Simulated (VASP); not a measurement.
Band structure of BaLiSi (space group P-6m2). Method: PBEsol GGA, VASP's PBE PAW potentials (set 64) (plane waves; VASP).

Unless said otherwise, spin-orbit coupling is left out, though it shifts the bands of the heavy elements here.

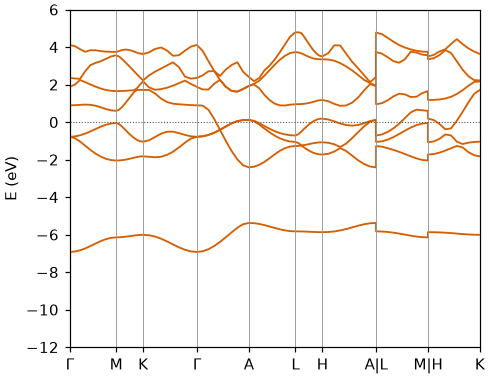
Figure. Bands along high-symmetry lines, zero at the valence-band maximum or, without a gap, the Fermi level

Question: Read the plot: is there a gap, and where are the band edges?

Answer: It has no gap at this level: it comes out as a metal or semimetal. (Edges off the drawn lines would not show.)

The structure comes from a computed database's BaLiSi entry (P-6m2); how it stands against other phases isn't given here. It was relaxed first. The electron count is odd and the run is not spin-polarised, which forces a metal.
